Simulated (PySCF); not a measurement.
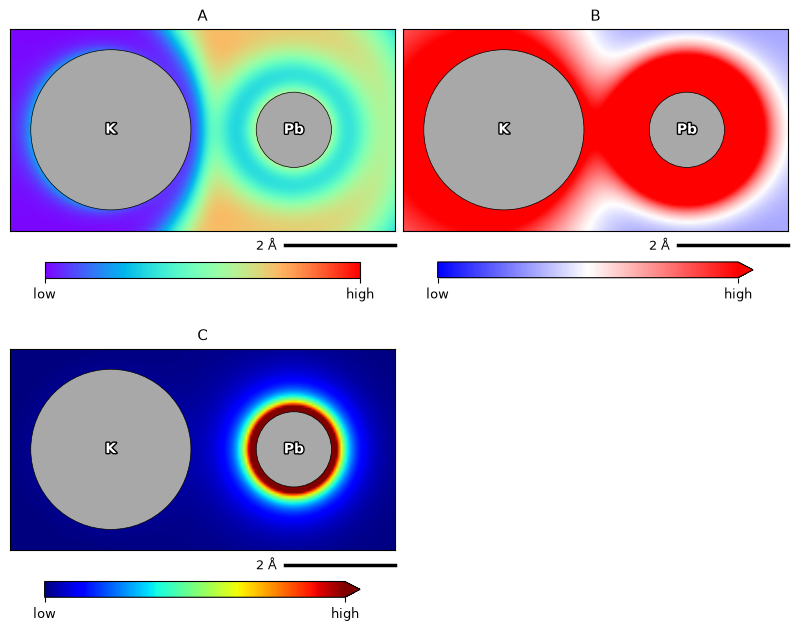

KPb (quartet): 3 fields on a plane that holds the molecular axis, with unlabelled colour scales. Grey discs cover the atomic cores.

Core potentials replace the inner electrons of Pb.

These are results of PBE0/def2-SVPD, non-relativistic Hamiltonian with scalar-relativistic core potentials where named, at a bond length of 3.340 Å in PySCF, not measurements.

```xyz
2

K     0.0000    0.0000   -2.8130
Pb    0.0000    0.0000    0.5270
```

Match the panels to the quantities (electron density, electron localisation function and electrostatic potential).

Answer. Panel A: electron localisation function. Panel B: electrostatic potential (strongly positive close to the atoms, with negative regions outside electron-rich atoms). Panel C: electron density. From the grid: K–Pb (3.34 Å): ρ at the midpoint is about 0.1 e/Å³; the ELF is about 0.25 at the midpoint.
